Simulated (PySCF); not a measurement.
The calculation's input:

```
{"job": {"kind": "nmr", "xc": "PBE0", "basis": "pcSseg-1"}, "charge": 0, "multiplicity": 1}
C      4.916746     0.265520     0.739868
C      3.761643     0.235609     0.411834
C      2.416845     0.242333    -0.000962
C      1.540165    -0.692760     0.365720
O      0.260249    -0.662210    -0.049814
Si    -1.005607    -1.613926     0.323849
C     -2.365155    -0.853860    -0.756560
Si    -2.741030     1.006467    -0.534243
Cl    -3.867321    -1.750595    -0.349815
H      5.923859     0.283614     1.031625
H      2.108126     1.055108    -0.644234
H      1.820177    -1.516521     1.010638
H     -1.336992    -1.511269     1.744724
H     -0.748270    -3.010062    -0.034077
H     -2.184333    -1.073841    -1.808505
H     -3.027996     1.247190     0.878405
H     -3.905918     1.324352    -1.359858
H     -1.573947     1.766411    -0.980248
```

Command:

```sh
OMP_NUM_THREADS=1 python probes_run.py task.json out
```

Geometry: GFN2-xTB.

These are results of PySCF 2.14.0, PBE0/pcSseg-1, SCF density, gas phase, non-relativistic, not measurements.

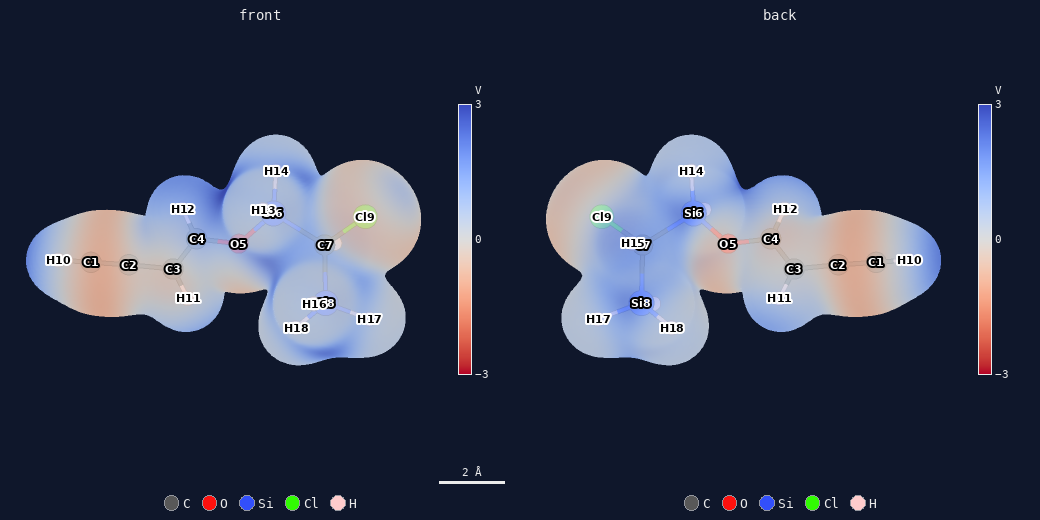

C5H9ClOSi2. The molecular electrostatic potential painted on the density surface at 0.004 e/bohr³, seen from the front and from behind; red is negative and blue positive.

> Describe the electrostatic potential map.

The most negative region (about −0.9 V) lies over C1 and C2, the most positive (about +2.7 V) over Si6. Cl9 shows a σ-hole: about +0.7 V at the tip opposite its bond, against about −0.3 V on its flanks.

> How polar is the molecule by this calculation?

Its dipole moment is 0.51 D.
